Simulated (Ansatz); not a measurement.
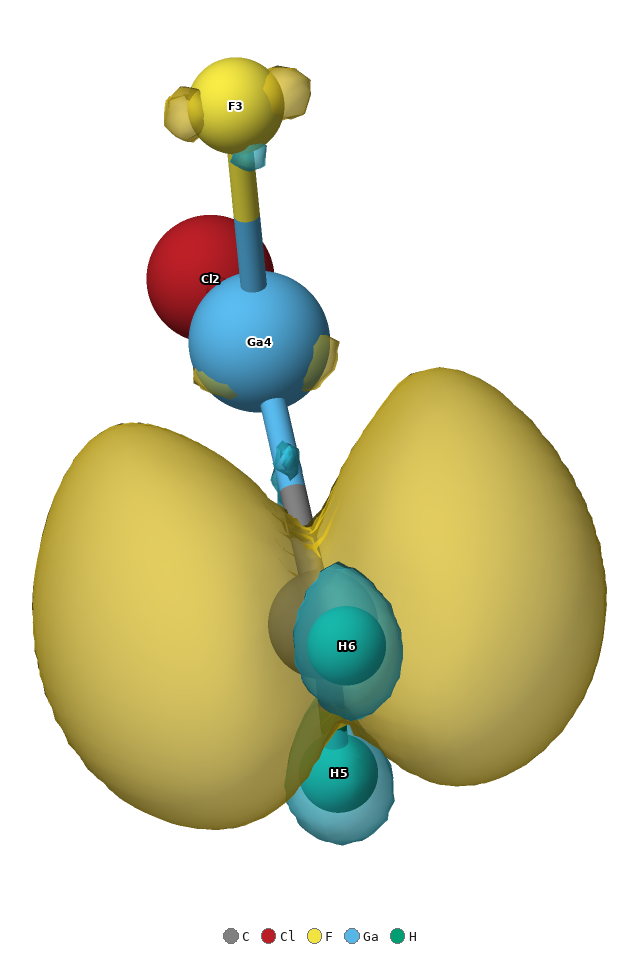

Figure 1: CH₂ClFGa (doublet). Isosurfaces of the spin density (α minus β) at +0.015 (yellow) and −0.015 e/Å³ (cyan), seen at an oblique angle.

Geometry: B3LYP-D3(BJ)/def2-SVP.

Computed with Ansatz, isolated molecule in a Gaussian basis; Kohn-Sham density functional theory, functional PBE0.

```xyz
6

C    -0.0095   -0.6415    0.5578
Cl    1.4418   -3.1258    2.7408
F     2.9063   -1.8668    0.0952
Ga    1.4339   -1.8061    1.0473
H    -0.9352   -0.5905    1.1398
H     0.0470    0.0099   -0.3205
```

Q: Where is the unpaired spin?

A: The unpaired spin (1 electron) lies mostly on C1 (about 0.8) and Ga4 (about 0.1), in electrons by Hirshfeld's partition.
